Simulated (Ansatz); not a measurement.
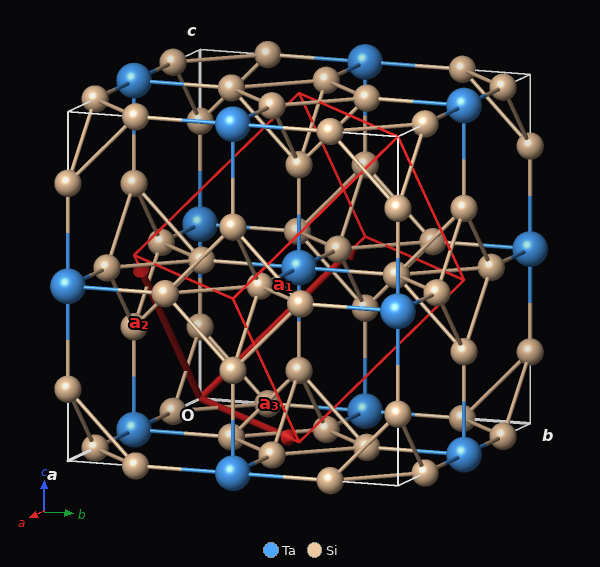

For TaSi6, the end point of a relaxation with Ansatz 0.2.0, DFT PBE, scalar-relativistic, plane waves, PAW; the starting structure was generated, so it need not be a known form of this composition: the conventional cell (thin) and a primitive cell (coloured, vectors a₁, a₂, a₃). All values are computed from the atomic coordinates in the standard setting (tolerance 0.002 Å).

a = 8.541 Å, b = 8.541 Å, c = 8.541 Å, α = 90.00°, β = 90.00°, γ = 90.00°.

Question: What is the centring, and how are the primitive vectors built?

Answer: F, face-centred cubic, with lattice points at (0, 0, 0), (1/2, 1/2, 0), (1/2, 0, 1/2), (0, 1/2, 1/2). a₁ = 1/2 b + 1/2 c; a₂ = 1/2 a + 1/2 c; a₃ = 1/2 a + 1/2 b.

Question: Give the primitive cell's size and content.

Answer: Edges 6.040, 6.040, 6.040 Å; angles 60.00°, 60.00°, 60.00°; volume 155.78 Å³, 1/4 of the conventional cell; 7 of its 28 atoms.
